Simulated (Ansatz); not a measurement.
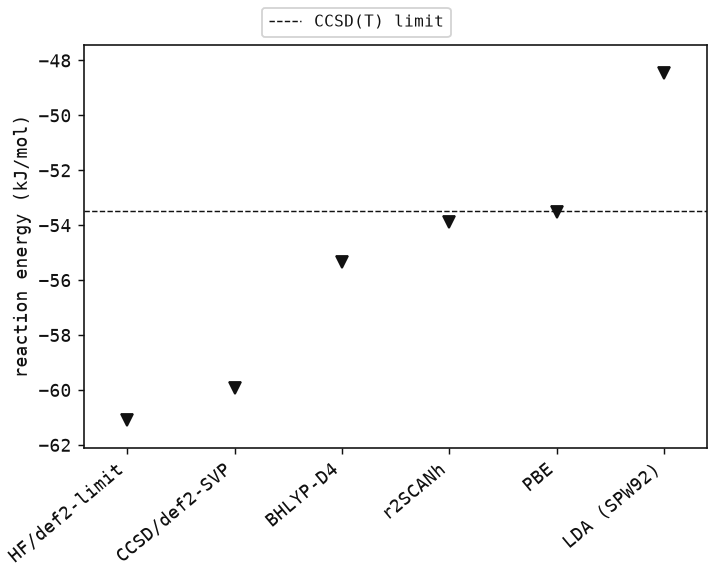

Electronic reaction energy of AlSiNH₆O ([NH2][Al]([OH])[SiH3]) + HF (F) → AlSiNH₅F ([NH2][Al]([F])[SiH3]) + H₂O (O) (SMILES in brackets) at several levels (functionals in def2-TZVPP unless a basis is named), isolated molecules at PBE0-D4 triple-zeta geometries, minima by their frequencies, no zero-point or thermal terms, the Ansatz code. The line is frozen-core CCSD(T) at the basis limit (MP2 extrapolated from triple and quadruple zeta, plus CCSD(T) less MP2 in a smaller set). No dispersion term is added to r2SCANh and PBE. The distance of CCSD/def2-SVP to the limit includes basis error.

Question: Which level comes closest to the line (CCSD(T) limit), and which misses most?

Answer: Closest PBE (−53.5 kJ/mol), against −53.5 kJ/mol; farthest HF/def2-limit (−61.1 kJ/mol).

Question: What do zero-point energy and temperature add?

Answer: Zero-point change 2.9 kJ/mol; at 298.15 K and 1 bar the CCSD(T) limit plus thermal terms gives an enthalpy of reaction of −51.1 and a free energy of −51.8 kJ/mol (harmonic PBE0-D4 modes, ideal gas).
